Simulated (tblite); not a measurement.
# C4H17NSi3: the cost of one run

The runs use tblite 0.8.0 and PySCF 2.14.0, with density-fitted response routines of our own; the level of theory stands in each step. All values are computed, except where a source is named. Atoms count from 0, in the outputs and in this text.

## (1) Starting geometry

25 atoms, charge 0, multiplicity 1; geometry from: force field or distance geometry start.

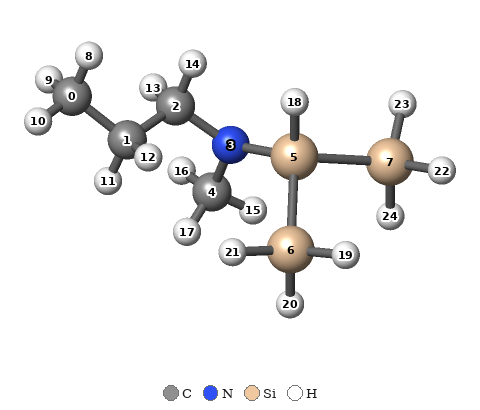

The starting geometry (carbon grey, nitrogen blue, silicon light orange, hydrogen white), atoms numbered; sticks join atoms by distance.

## (2) Relaxing the molecule with GFN2-xTB

Job settings and geometry (Å):

```
{"job": {"kind": "relax", "xc": "GFN2-xTB", "basis": "xTB"}, "charge": 0, "multiplicity": 1}
C      3.549200    -0.474700    -0.372600
C      2.052800    -0.651900    -0.092700
C      1.406700     0.672000     0.302500
N     -0.050800     0.586600     0.576500
C     -0.272600    -0.093600     1.881300
Si    -1.251700     0.596700    -0.676600
Si    -1.992800    -1.504800    -1.306800
Si    -3.191700     1.715900    -0.090400
H      3.699800     0.220700    -1.201500
H      4.061300    -0.082900     0.510600
H      3.992900    -1.431500    -0.643600
H      1.944000    -1.389500     0.728300
H      1.572900    -1.078700    -0.962100
H      1.917600     1.101000     1.167700
H      1.563000     1.414500    -0.502300
H     -1.277500     0.115600     2.277000
H      0.428100     0.268600     2.642900
H     -0.164000    -1.184300     1.787500
H     -0.616000     1.277900    -1.834000
H     -2.987600    -1.403800    -2.393800
H     -2.625400    -2.189200    -0.138100
H     -0.855900    -2.339600    -1.774500
H     -4.152200     1.707100    -1.218100
H     -2.922400     3.120300     0.265700
H     -3.838600     1.051700     1.076200
```

Launch:

```console
> OMP_NUM_THREADS=1 python probes_run.py task.json out
```

The driver reads the jobs from task.json and runs them one after another.

**Question.** How long does this first job take on 1 thread of Arm Neoverse N1, shared host, and how much memory does it need?

About 3.4 s, with a peak of 0.18 GiB.
